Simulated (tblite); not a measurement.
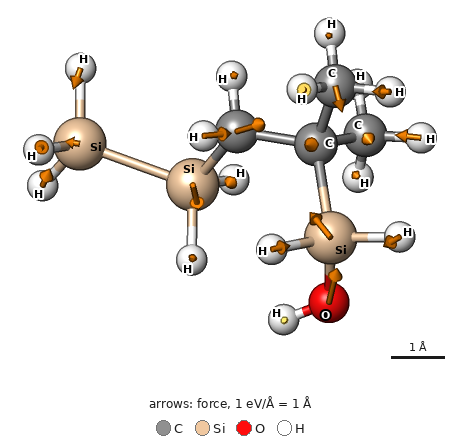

Starting geometry of C4H16OSi3 with the computed forces as orange arrows. The picture is a ball-and-stick view, seen at a tilt.

The calculation used GFN2-xTB geometry optimisation, gas phase in tblite. 

What follows when this structure is relaxed?

It isn't relaxed: the largest force vector, on a C atom, is 1.12 eV/Å. The final displacements have little in common with the starting forces (cosine between the two patterns 0.30). Over 85 geometry steps the energy falls by 24.4 kJ/mol. The atom that moves furthest after the best rigid fit is an H atom (0.48 Å). Largest moves by element: H 0.48 Å, O 0.10 Å, Si 0.10 Å, C 0.08 Å. Near-neighbour distances that change, for instance: C–Si 1.992 → 1.919 Å, O–Si 1.658 → 1.623 Å, C–C 1.571 → 1.537 Å, C–Si 1.873 → 1.905 Å. Bond angles that change, for instance: O–Si–H 109.8° → 100.2°, Si–O–H 116.5° → 121.7°, H–Si–H 107.8° → 104.4°. Groups turn about O–Si by about 30°. Cost: 1.5 s on 1 thread of Arm Neoverse N1, with other jobs on the host.
